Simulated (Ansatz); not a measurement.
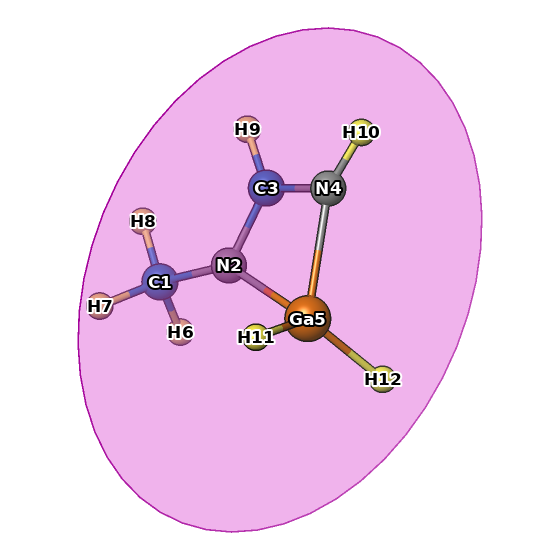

A disc through the centre of mass is drawn in. Atoms fade into the background with distance from the viewer. The computed structure is the end point of a PBE0-D4/def2-TZVP optimisation. No frequency run is at hand to confirm it as a minimum.

Question: Is the plane of the disc a mirror plane of the structure?

Answer: No. The point group is Cs, with 1 mirror plane, and this plane isn't one of its mirror planes.
